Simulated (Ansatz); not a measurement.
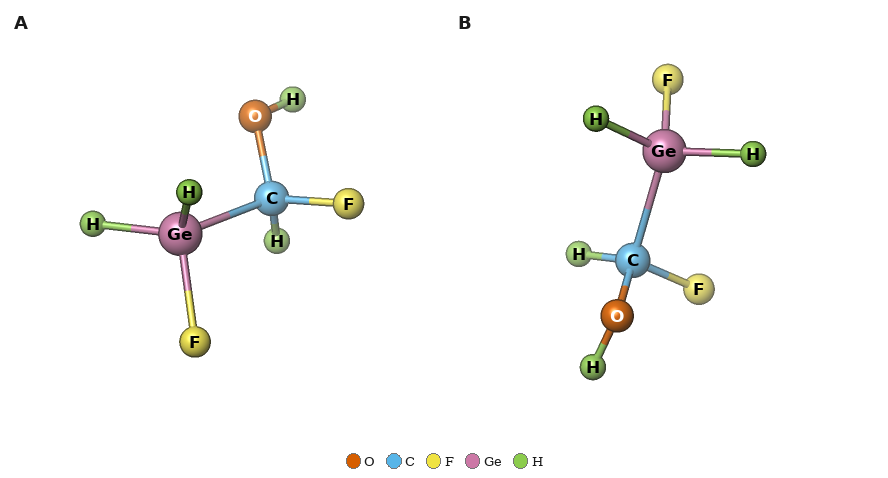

Atoms fade into the background with distance from the viewer. The geometry was computed by an optimisation with PBE0-D4/def2-TZVP. No frequency run is at hand to confirm it as a minimum.

**Are A and B the same structure? If not, how do they differ?**

No. They are enantiomers, mirror images that no rotation superimposes: A is O[C@@H](F)[GeH2][F] (), B is O[C@H](F)[GeH2][F] (). Their energies are equal.
